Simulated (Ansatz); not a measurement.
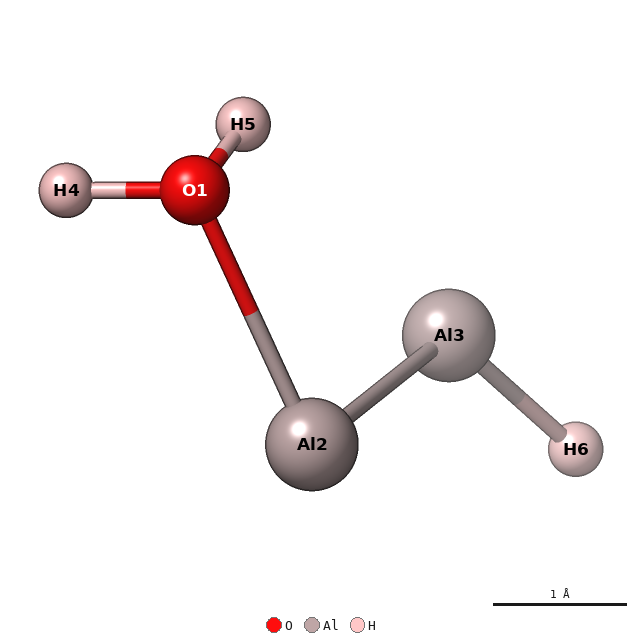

Orthographic view. Depth is shown by fading: the farther an atom, the more it takes the colour of the background. Charge 0, doublet. The geometry was computed by an optimisation with PBE-D4/def2-SVP. No frequency run is at hand to confirm it as a minimum.

Give the geometry as a Z-matrix, atoms in numerical order, with these reference atoms: 2 to 1; 3 to 2, 1; 4 to 1, 2, 3; 5 to 1, 4, 2; 6 to 3, 2, 1.

```
O  
Al   1   2.167
Al   2   2.585   1    94.1
H    1   0.979   2   111.8   3   105.5
H    1   0.986   4   104.9   2   104.0
H    3   1.634   2   126.7   1   176.3
```
